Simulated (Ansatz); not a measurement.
# What NaGeF3 (model cell, started as cubic perovskite with Ge in the octahedra) distorts into

Which phase does NaGeF3 (model cell, started as cubic perovskite with Ge in the octahedra) fall into along its unstable mode, and how much energy does it gain?

Main program and level: Ansatz 0.2.0; DFT PBEsol, scalar-relativistic, plane waves, PAW; PAW set soft_1.

The structure was built from a prototype and need not be the compound's stable phase.

## 1. The structure

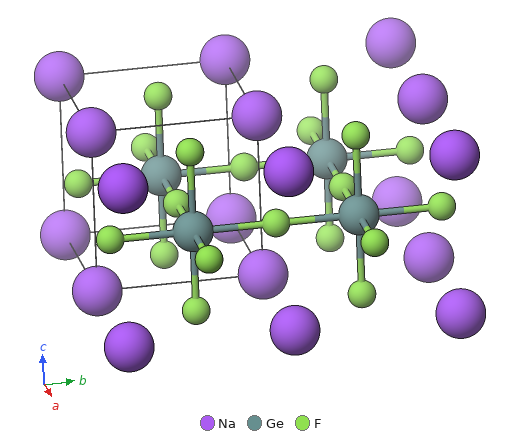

The starting structure, seen slightly off an axis (sodium purple, germanium teal, fluorine green). 2×2×1 cells are drawn. Some periodic images of atoms are drawn too.

## 2. Phonons on a q mesh

The cell comes from relaxations at this level that are not shown. Stability and thermal properties need the whole zone. Linear response on a 2×2×2 q mesh gives force constants as far as a supercell of that size would, and the tensors from the zone-centre run are typed in so that the long-range dipole term is interpolated apart.

Input file input.yaml:

```yaml
crystal:
  lattice:
    - [4.3407137908, 0.0, 0.0]
    - [0.0, 4.3407137908, 0.0]
    - [0.0, 0.0, 4.3407137908]
  atoms:
    - { symbol: Na, position: [0.0, 0.0, 0.0] }
    - { symbol: Ge, position: [0.5, 0.5, 0.5] }
    - { symbol: F, position: [0.5, 0.5, 0.0] }
    - { symbol: F, position: [0.5, 0.0, 0.5] }
    - { symbol: F, position: [0.0, 0.5, 0.5] }
kpoints:
  mp_grid: { grid: [12, 12, 12] }
hamiltonian:
  xc: pbesol
  pseudopotentials: { kind: paw, azcp: { folder: soft_1 }, xc_functional: pbe }
scf:
  occupations: { method: fixed }
output:
  eigenvalues: true
phonons:
  method: dfpt
  qmesh: [2, 2, 2]
  temperatures: { t_max: 1000, t_step: 50 }
  qpath:
    path:
      - [[0.0, 0.0, 0.0], [0.0, 0.5, 0.0], [0.5, 0.5, 0.0], [0.0, 0.0, 0.0], [0.5, 0.5, 0.5], [0.0, 0.5, 0.0]]
      - [[0.5, 0.5, 0.5], [0.5, 0.5, 0.0]]
    npoints: 10
  non_analytic_term:
    high_frequency_dielectric_tensor: [[3.6621, 0.0, 0.0], [0.0, 3.6621, 0.0], [0.0, 0.0, 3.6621]]
    born_effective_charges:
      - { species: Na, tensor: [[1.2203, 0.0, 0.0], [0.0, 1.2203, 0.0], [0.0, 0.0, 1.2203]] }
      - { species: Ge, tensor: [[3.677, 0.0, 0.0], [0.0, 3.677, 0.0], [0.0, 0.0, 3.677]] }
      - { species: F, tensor: [[-0.4161, 0.0, 0.0], [0.0, -0.4161, 0.0], [0.0, 0.0, -4.0652]] }
      - { species: F, tensor: [[-0.4161, 0.0, 0.0], [0.0, -4.0652, 0.0], [0.0, 0.0, -0.4161]] }
      - { species: F, tensor: [[-4.0652, 0.0, 0.0], [0.0, -0.4161, 0.0], [0.0, 0.0, -0.4161]] }
    source: "zone-centre run at this cell"
```

On the command line:

```console
ansatz run input.yaml --threads 8 --pin off --max-ram 16384MiB --backend cpu --events-out ev --progress --plain --runs-dir out
```

Numbers of over 12 decimals in the logs are rounded to 6 here.

Output:

```text
Engine: ansatz 0.2.0, aarch64-unknown-linux-gnu
Pseudopotentials: kind: paw
Pseudopotential: Na, paw, valence charge 9, recommended cutoff 420 eV (normal), soft_1/Na.paw.azcp
Pseudopotential: Ge, paw, valence charge 14, recommended cutoff 420 eV (normal), soft_1/Ge.paw.azcp
Pseudopotential: F, paw, valence charge 7, recommended cutoff 420 eV (normal), soft_1/F.paw.azcp
Functional definition: PBEsol
  exchange = pbesol_x
  correlation = pbesol_c
Crystal: 5 atoms, lattice volume = 81.787 Å³
Basis set: ecut = 420 eV, 1575 PW (Γ), exchange–correlation on 60×60×60 points (8 copies of the dense FFT grid, shifted against one another)
Bands: 27, of which v1, the nominal top of the filled ones, is band 22 counted from 1 (21 counted from 0)
Symmetry: 48 space group operations
k-points: 84 of 1728
Non-local potential: Na, projectors of the file, l = 0: 3, l = 1: 2, l = 2: 1
Non-local potential: Ge, projectors of the file, l = 0: 2, l = 1: 2, l = 2: 3, l = 3: 1
Non-local potential: F, projectors of the file, l = 0: 2, l = 1: 2, l = 2: 1
PAW form: soft (Blöchl's): semilocal exchange-correlation on the pseudo side does not see the compensation charge
PAW frozen core: Na, regenerated for the run's functional, and the local potential with it (the file was generated under x = pbe(κ = 0.804, μ = 0.219515), c = pbe(β = 0.066725))
PAW frozen core: Ge, regenerated for the run's functional, and the local potential with it (the file was generated under x = pbe(κ = 0.804, μ = 0.219515), c = pbe(β = 0.066725))
PAW frozen core: F, regenerated for the run's functional, and the local potential with it (the file was generated under x = pbe(κ = 0.804, μ = 0.219515), c = pbe(β = 0.066725))
PAW one-centre angular grid: Na, 110 points (default); XC on 64 Gauss nodes
PAW one-centre angular grid: Ge, 590 points (default); XC on 64 Gauss nodes
PAW one-centre angular grid: F, 110 points (default); XC on 64 Gauss nodes
Initial density: superposition of atomic densities (chi_scale 0.1, normalization cell, long waves kept (reshape's long-wave potential 0.03 eV rms))
Initial wavefunctions: pseudopotential atomic-orbital guess
Functional: x = pbesol(κ = 0.804, μ = 0.123457), c = pbesol(β = 0.046)
SCF iter   1: F=—  HF=-8137.935811 eV  |F-HF|=—  |Δ(HF+E_count)|=         —  Δρ=1.54e-1  dr2=1.50e1  ethr=3.10e-3  ⟨swp⟩=4.3  Hψ=7945  notcnv=0  defer=212
preconditioner: auto → Resta (q_TF=auto, 2.460 Å⁻¹)  ε∞=5.7  [insulator: Δε(μ)=0.000 eV  Ē_g=8.448 eV  n_scr=18 (ndim 8)  ℏωp=18.4 eV  f_vac=0.067  ε∞_Penn≈5.7]
SCF iter   2: F=—  HF=-8133.696602 eV  |F-HF|=—  |Δ(HF+E_count)|=    4.24e0  Δρ=5.63e-2  dr2=1.78e0  ethr=3.10e-3  ⟨swp⟩=3.0  Hψ=5326  notcnv=0  defer=226
SCF iter   3: F=—  HF=-8133.202884 eV  |F-HF|=—  |Δ(HF+E_count)|=   4.94e-1  Δρ=2.31e-2  dr2=5.41e-1  ethr=3.10e-3  ⟨swp⟩=2.6  Hψ=4546  notcnv=0  defer=161
SCF iter   4: F=—  HF=-8133.022431 eV  |F-HF|=—  |Δ(HF+E_count)|=   1.80e-1  Δρ=7.77e-3  dr2=7.79e-2  ethr=1.23e-3  ⟨swp⟩=3.1  Hψ=3890  notcnv=0  defer=238
SCF iter   5: F=—  HF=-8132.999231 eV  |F-HF|=—  |Δ(HF+E_count)|=   2.32e-2  Δρ=2.27e-3  dr2=4.85e-3  ethr=1.77e-4  ⟨swp⟩=2.8  Hψ=4244  notcnv=0  defer=244
SCF iter   6: F=—  HF=-8133.000022 eV  |F-HF|=—  |Δ(HF+E_count)|=   7.91e-4  Δρ=8.16e-4  dr2=4.76e-4  ethr=1.10e-5  ⟨swp⟩=2.9  Hψ=4114  notcnv=0  defer=245
SCF iter   7: F=—  HF=-8133.000125 eV  |F-HF|=—  |Δ(HF+E_count)|=   1.04e-4  Δρ=2.40e-4  dr2=4.66e-5  ethr=1.08e-6  ⟨swp⟩=2.0  Hψ=4017  notcnv=0  defer=245
SCF iter   8: F=—  HF=-8133.000179 eV  |F-HF|=—  |Δ(HF+E_count)|=   5.36e-5  Δρ=7.63e-5  dr2=4.23e-6  ethr=1.06e-7  ⟨swp⟩=2.0  Hψ=4087  notcnv=0  defer=204
SCF iter   9: F=—  HF=-8133.000185 eV  |F-HF|=—  |Δ(HF+E_count)|=   6.05e-6  Δρ=1.79e-5  dr2=2.96e-7  ethr=9.62e-9  ⟨swp⟩=2.0  Hψ=3790  notcnv=0  defer=99
SCF iter  10: F=—  HF=-8133.000186 eV  |F-HF|=—  |Δ(HF+E_count)|=   7.36e-7  Δρ=2.87e-6  dr2=7.98e-9  ethr=6.72e-10  ⟨swp⟩=2.9  Hψ=3925  notcnv=0  defer=100
SCF iter  11: F=—  HF=-8133.000186 eV  |F-HF|=—  |Δ(HF+E_count)|=   1.29e-8  Δρ=7.07e-7  dr2=7.14e-10  ethr=1.81e-11  ⟨swp⟩=2.0  Hψ=3872  notcnv=0  defer=100
SCF iter  12: F=—  HF=-8133.000186 eV  |F-HF|=—  |Δ(HF+E_count)|=  6.37e-12  Δρ=4.65e-7  dr2=1.37e-10  ethr=1.62e-12  ⟨swp⟩=2.0  Hψ=3003  notcnv=0  defer=100
SCF iter  13: F=-8133.000186 eV  HF=-8133.000186 eV  |F-HF|=1.46e-11  |Δ(HF+E_count)|=  7.37e-11  Δρ=1.19e-7  dr2=9.99e-12  ethr=1.00e-12  ⟨swp⟩=11.6  Hψ=13933  notcnv=0
SCF 1 converged in 13 iterations: F = -8133.000186 eV  dr2 = 9.99e-12
  greatest PAW one-centre occupation: 0.999 electrons in one spin orbital (limit 2), on the Na atom at site 0 (counted from 0), in its partial waves of l = 0
NSCF: frozen V_eff on 84 k-points
NSCF: frozen V_eff on 343 k-points
DFPT response loops at q = (0, 0, 0) (fractional): preconditioner auto → none (the input reference at scf.mixing.eps_inf says where Resta's filter doesn't serve); β = 0.50; Broyden in place of MSR1
NSCF: frozen V_eff on 686 k-points
DFPT response loops at q = (0, 0, -0.5) (fractional): mixed as the last ones told, above
NSCF: frozen V_eff on 686 k-points
DFPT response loops at q = (0, -0.5, -0.5) (fractional): mixed as the last ones told, above
NSCF: frozen V_eff on 686 k-points
DFPT response loops at q = (-0.5, -0.5, -0.5) (fractional): mixed as the last ones told, above
SCF converged after 13 iterations
Free energy (F): -8133.000186 eV
Harris-Foulkes:  -8133.000186 eV  (|F-HF|=1.46e-11)
Internal energy: -8133.000186 eV  (E = F + TS)
E sigma→0 (E₀):  -8133.000186 eV
Fermi energy:    5.382689 eV
--- Per-component energies (eV) ---
  E_band       = -550.776900
  E_kinetic    = 794.295867
  E_local      = -5761.072422  (includes V_loc(G=0)·N_el)
  E_nonlocal   = 751.830852
  E_hartree    = 2329.113653
  E_xc         = -336.157965
  E_vxc        = -406.720585  (∫ρ·V_xc dr)
  E_paw        = -2838.650722  (= ΣΔE_a)
  E_vpaw       = -587.340239  (= ΣTr[D̂ρ^β])
  E_aug_tail   = 0.002179  (compensation charges beyond the density's cutoff)
  E_ewald      = -3073.461587
  E_core_change = 1.099960  (= ΣΔE_core)
  E_smearing   = -0.000000  (= −TS)
  E_closure    = 0.000000  (closes the sum)
  Σ components = -8133.000186   (vs F -8133.000186, Δ=0.00e0)
--- Band table (eV; the first three rows and the last of 84) ---
  k-point 0: bands = [... 18 lower, -0.1877, -0.1804, -0.1804, -0.1804, 6.6862, 10.8569, 10.8569, 10.8569, ... 1 higher]
  k-point 1: bands = [... 18 lower, -0.1881, -0.1832, -0.1832, -0.0331, 6.7476, 10.6239, 10.8443, 10.8443, ... 1 higher]
  k-point 2: bands = [... 18 lower, -0.2087, -0.1828, -0.1828, 0.4220, 6.9141, 10.1209, 10.8094, 10.8094, ... 1 higher]
  k-point 83: bands = [... 18 lower, 0.2439, 0.2439, 0.2439, 5.3827, 7.1702, 7.1702, 7.1702, 9.2882, ... 1 higher]
--- Phonons (Γ-DFPT): 4 representative perturbations + reference (Σ response iterations 13) ---
  ASR residual: 2.839e-4 → 0.000e0 eV/Å²; symmetrization residual: 4.914e-6 eV/Å²
  ASR residual per site (eV/Å²): 2.84e-4 4.51e-5 4.25e-5 4.25e-5 4.25e-5
  Γ frequencies (cm⁻¹): -237.60 -237.60 -237.60 -112.74 -112.74 -112.74 -56.76 -56.76 -56.76 0.00 0.00 0.00 144.86 144.86 144.86
--- Phonons (arbitrary-q DFPT): 4 irreducible q on the 2×2×2 mesh ---
  q = [0.0000, 0.0000, 0.0000] (star 1, of the zone-centre solve; hermiticity 3.04e-6, symmetrization 6.40e-12): -237.60 -237.60 -237.60 -112.74 -112.74 -112.74 -56.76 -56.76 -56.76 -0.00 0.00 0.00 144.86 144.86 144.86
  q = [0.0000, 0.0000, -0.5000] (star 3, 9 solved perturbations in 2646 linear systems a pass and spin channel, the states on 343 of 1728 k-point pairs; hermiticity 3.61e-7, symmetrization 4.49e-13): -225.92 -225.92 -108.13 -108.13 -54.23 -54.23 -53.80 13.73 80.21 80.21 98.02 112.56 112.56 255.03 395.17
  q = [0.0000, -0.5000, -0.5000] (star 3, 9 solved perturbations in 2646 linear systems a pass and spin channel, the states on 343 of 1728 k-point pairs; hermiticity 3.94e-7, symmetrization 4.06e-13): -213.55 -123.14 -115.98 -115.98 -77.45 12.43 12.43 71.18 71.18 95.13 159.97 245.65 245.65 297.62 408.52
  q = [-0.5000, -0.5000, -0.5000] (star 1, 4 solved perturbations in 931 linear systems a pass and spin channel, the states on 343 of 1728 k-point pairs; hermiticity 5.25e-7, symmetrization 5.26e-12): -123.65 -123.65 -123.65 -111.27 -111.27 -111.27 180.82 180.82 180.82 214.57 214.57 214.57 297.17 297.17 418.35
  sum rule: each row above includes the acoustic sum rule's correction from the zone centre's row sums; it moved no ω² by more than (1.83 cm⁻¹)²
  mesh force constants: q→R imaginary residual 1.05e-17; ASR residual 2.839e-4 → 0.000e0 eV/Å²; symmetrization residual 9.770e-15 eV/Å²
  interpolated dispersion: 63 rows × 15 modes
  density of states and harmonic sums: on the 14×14×14 q-mesh, interpolated from the force constants of a 2×2×2 supercell (with the dipole–dipole term of supplied tensors)
  largest difference from the sums on the solved wave vectors: F 2.44e-1 eV, S 2.72e-4 and C_V 7.25e-5 eV/K
  zero-point energy: 0.087990 eV/cell   skipped modes (ω ≤ 0): 847, of them read as no rigid motion or as one in doubt: 844 (7.078e0 modes/cell left out, lowest -237.60 cm⁻¹)   left out of the sums: 4.72e-1 of the cell's modes: C_V's classical limit lies that fraction below 3 k_B per atom; for a crystal, a wire or a layer, F and S can be off by more, and a phonons.interpolated_qmesh denser along its periods is the remedy for the sampling
```

The job ended after 3.2 min (8 threads of Arm Neoverse V1, shared host; peak memory 1.9 GiB; 24 min of CPU time).

Reading the cycles: dr2 is the Hartree energy of the density residual (eV), the measure of convergence; HF is the Harris–Foulkes estimate of the energy, which meets the free energy F at convergence.

Numbers from this step:

* gap on the k-mesh: 1.303 eV
* volume per atom: 16.36 Å³
* sum-rule residual before enforcement: 2.84e-4 eV/Å²
* lowest frequency on the path: -237.6 cm⁻¹
* point group: m-3m
* highest frequency on the path or at a solved wavevector: 418.4 cm⁻¹
* highest optical mode at the zone centre (no LO-TO term): 144.9 cm⁻¹
* lowest optical zone-centre mode: -237.6 cm⁻¹
* lowest mode on the q mesh (acoustic modes at Γ apart): -237.6 cm⁻¹

Frequencies (cm⁻¹) solved at each irreducible wavevector; negative means imaginary. Frequencies by wavevector, by row:

| q in reciprocal lattice units | star | mode 1 | mode 2 | mode 3 | mode 4 | mode 13 | mode 14 | mode 15 |
| --- | --- | --- | --- | --- | --- | --- | --- | --- |
| 0 0 0 | 1 | -237.6 | -237.6 | -237.6 | -112.7 | 144.9 | 144.9 | 144.9 |
| 0 0 -0.5 | 3 | -225.9 | -225.9 | -108.1 | -108.1 | 112.6 | 255 | 395.2 |
| 0 -0.5 -0.5 | 3 | -213.6 | -123.1 | -116 | -116 | 245.7 | 297.6 | 408.5 |
| -0.5 -0.5 -0.5 | 1 | -123.7 | -123.7 | -123.7 | -111.3 | 297.2 | 297.2 | 418.4 |

Interpolated from a 2×2×2 q mesh, rough between the solved points, with the LO-TO term (at Γ the limit along the path; where Γ stands inside the path, tables give the limit on arrival). Phonon branches along the path, in cm⁻¹:

| point | branch 1 | branch 2 | branch 3 | branch 4 | branch 12 | branch 13 | branch 14 | branch 15 |
| --- | --- | --- | --- | --- | --- | --- | --- | --- |
| Γ | -238 | -238 | -167 | -113 | 117 | 145 | 145 | 392 |
| X | -226 | -226 | -108 | -108 | 113 | 113 | 255 | 395 |
| M | -214 | -123 | -116 | -116 | 246 | 246 | 298 | 408 |
| Γ | -238 | -238 | -167 | -113 | 117 | 145 | 145 | 392 |
| R | -124 | -124 | -124 | -111 | 215 | 297 | 297 | 418 |
| X | -226 | -226 | -108 | -108 | 113 | 113 | 255 | 395 |
| jump to R | -124 | -124 | -124 | -111 | 215 | 297 | 297 | 418 |
| M | -214 | -123 | -116 | -116 | 246 | 246 | 298 | 408 |

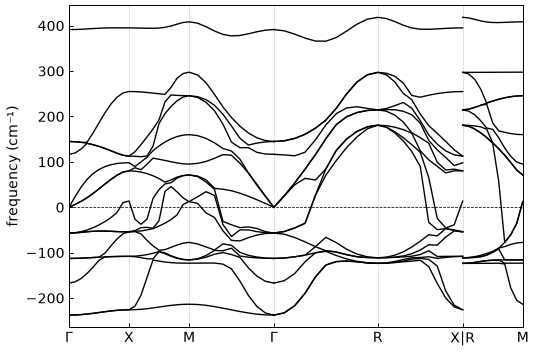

Phonon branches along the path.

Symmetry leaves 4 wavevectors to solve. The lowest mode among them, the acoustic zeros apart, lies at Γ and is imaginary, 237.6i cm⁻¹, so the energy falls along it.

## 3. The mode frozen in, largest atomic shift 0 Å

The mode followed lies at q = (0, 0, -0.5) with frequency 225.9i cm⁻¹ and is 2-fold degenerate, one of the unstable modes though not the softest. At small amplitude the distorted cell has space group no. 63 by a symmetry search on the positions. The undistorted cell that holds it gives the zero of energy on the same k mesh.

System of this step: NaGeF3 (model cell, started as cubic perovskite with Ge in the octahedra). Symmetry: Pm-3m, No. 221, cubic system. Conventional cell: a = 4.341 Å, b = 4.341 Å, c = 4.341 Å, α = 90.00°, β = 90.00°, γ = 90.00°. Nearest to Na lie 12 F at 3.07 Å. Ge has 6 F at 2.17 Å nearest. F has 2 Ge at 2.17 Å nearest. F has 2 Ge at 2.17 Å nearest. Farther neighbours and most contacts between anions are not listed.

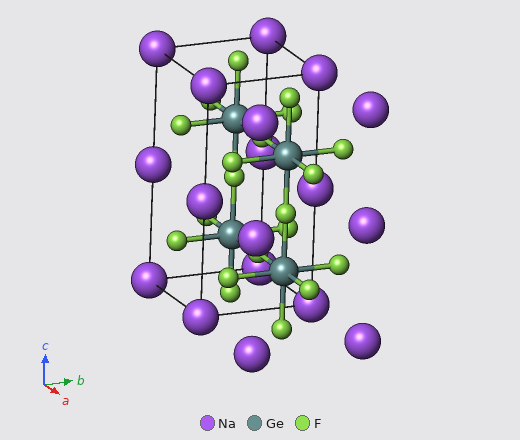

The cell of this step (sodium purple, germanium teal, fluorine green). 2×1×1 cells are drawn. Some periodic images of atoms are drawn too.

Input file input.yaml:

```yaml
crystal:
  lattice:
    - [4.3407137908, 0.0, 0.0]
    - [0.0, 4.3407137908, 0.0]
    - [0.0, 0.0, 8.6814275816]
  atoms:
    - { symbol: Na, position: [0.0, 0.0, 0.0] }
    - { symbol: Na, position: [0.0, 0.0, 0.5] }
    - { symbol: Ge, position: [0.5, 0.5, 0.25] }
    - { symbol: Ge, position: [0.5, 0.5, 0.75] }
    - { symbol: F, position: [0.5, 0.5, 0.0] }
    - { symbol: F, position: [0.5, 0.5, 0.5] }
    - { symbol: F, position: [0.5, 0.0, 0.25] }
    - { symbol: F, position: [0.5, 0.0, 0.75] }
    - { symbol: F, position: [0.0, 0.5, 0.25] }
    - { symbol: F, position: [0.0, 0.5, 0.75] }
kpoints:
  mp_grid: { grid: [6, 6, 4] }
hamiltonian:
  xc: pbesol
  pseudopotentials: { kind: paw, azcp: { folder: soft_1 }, xc_functional: pbe }
scf:
  occupations: { method: gaussian, width: 0.02 }
output:
  forces: true
  stress: true
  eigenvalues: true
```

Output:

```text
[...]
Crystal: 10 atoms, lattice volume = 163.574 Å³
Basis set: ecut = 420 eV, 3197 PW (Γ), exchange–correlation on 60×60×120 points (8 copies of the dense FFT grid, shifted against one another)
Bands: 54, of which v1, the nominal top of the filled ones, is band 44 counted from 1 (43 counted from 0)
Symmetry: 32 space group operations
[...]
k-points: 30 of 144
[...]
k-point 0: bands = [... 40 lower, -0.1790, -0.1775, -0.1775, 2.4285, 6.6862, 7.0242, 9.8442, 10.3177, ... 4 higher]
  k-point 1: bands = [... 40 lower, -0.1781, -0.1781, 0.1628, 1.9934, 6.8205, 7.1828, 9.3782, 10.3881, ... 4 higher]
  k-point 2: bands = [... 40 lower, -0.1802, -0.1802, 1.0545, 1.0545, 7.1192, 7.1192, 9.6138, 9.6138, ... 4 higher]
  k-point 29: bands = [... 40 lower, 0.2422, 0.2422, 4.4444, 4.4444, 7.3000, 7.3000, 7.3000, 7.3000, ... 4 higher]
[key lines of the parts left out:]
SCF converged after 11 iterations
Free energy (F): -16265.997869 eV
Fermi energy:    6.034991 eV
P = ⅓ Tr σ = 0.0060 GPa (0.060 kbar)
```

Run time: 3.1 s. Hardware: 8 threads; peak memory 0.75 GiB; 22 s of CPU time.

Numbers from this step:

```
pressure                         : 0.005956 GPa
energy from the undistorted cell : 0 meV/atom
```

At this level the gap is 1.30 eV on the k-mesh of the self-consistent run, which can miss the band edges.

## 4. The mode frozen in, largest atomic shift 0.22 Å

The atoms are moved along the unstable eigenvector, the largest shift by 0.22 Å, with the cell fixed.

input.yaml, the sections that differ from step 3:

```yaml
crystal:
  lattice:
    - [4.3407137908, 0.0, 0.0]
    - [0.0, 4.3407137908, 0.0]
    - [0.0, 0.0, 8.6814275816]
  atoms:
    - { symbol: Na, position: [0.0, 0.0, 0.0] }
    - { symbol: Na, position: [0.0, 0.0, 0.5] }
    - { symbol: Ge, position: [0.494783379, 0.505216621, 0.25] }
    - { symbol: Ge, position: [0.505216621, 0.494783379, 0.75] }
    - { symbol: F, position: [0.5, 0.5, 0.0] }
    - { symbol: F, position: [0.5, 0.5, 0.5] }
    - { symbol: F, position: [0.4852287573, -0.0484826526, 0.25] }
    - { symbol: F, position: [0.5147712427, 0.0484826526, 0.75] }
    - { symbol: F, position: [0.0484826526, 0.5147712427, 0.25] }
    - { symbol: F, position: [-0.0484826526, 0.4852287573, 0.75] }
# kpoints, hamiltonian, scf, output: as in step 3
```

Output:

```text
[...]
Crystal: 10 atoms, lattice volume = 163.574 Å³
Basis set: ecut = 420 eV, 3197 PW (Γ), exchange–correlation on 60×60×120 points (8 copies of the dense FFT grid, shifted against one another)
Bands: 54, of which v1, the nominal top of the filled ones, is band 44 counted from 1 (43 counted from 0)
Symmetry: 8 space group operations
[...]
k-points: 39 of 144
[...]
k-point 0: bands = [... 40 lower, -0.1670, -0.1585, 0.0875, 2.7623, 6.7482, 7.0627, 9.8874, 10.3265, ... 3 higher]
  k-point 1: bands = [... 40 lower, -0.1885, -0.1715, 0.5519, 2.3421, 6.8725, 7.2081, 9.4540, 10.4772, ... 3 higher]
  k-point 2: bands = [... 40 lower, -0.1923, -0.1923, 1.4415, 1.4415, 7.1473, 7.1473, 9.7062, 9.7062, ... 3 higher]
  k-point 38: bands = [... 40 lower, 0.0849, 0.0849, 4.2561, 4.2561, 7.5881, 7.5881, 7.9945, 7.9945, ... 3 higher]
[key lines of the parts left out:]
SCF converged after 11 iterations
Free energy (F): -16266.208109 eV
Fermi energy:    5.951615 eV
P = ⅓ Tr σ = 1.5871 GPa (15.871 kbar)
```

The job ended after 3.9 s (8 threads; peak memory 0.79 GiB; 29 s of CPU time).

This step gave:

```yaml
pressure: 1.587 GPa
gap_on_the_k_mesh: 1.593 eV
energy_from_the_undistorted_cell: -21.02 meV/atom
```

The energy, extrapolated to zero smearing, is -21.02 meV/atom against the undistorted cell.

The run ends at a pressure of 1.59 GPa, with forces up to 0.26 eV/Å.

(Part 1 of 3 ends here.)

[Logs are printed without paths, hosts, clocks, repeated set-up lines and the standing remarks that a program may print on its own settings, such as how far it seeks lower states.]

[Hosts, paths, dates, database ids (printed as entryN), source tags and the programs' standing remarks are cut or masked in the printed files.]
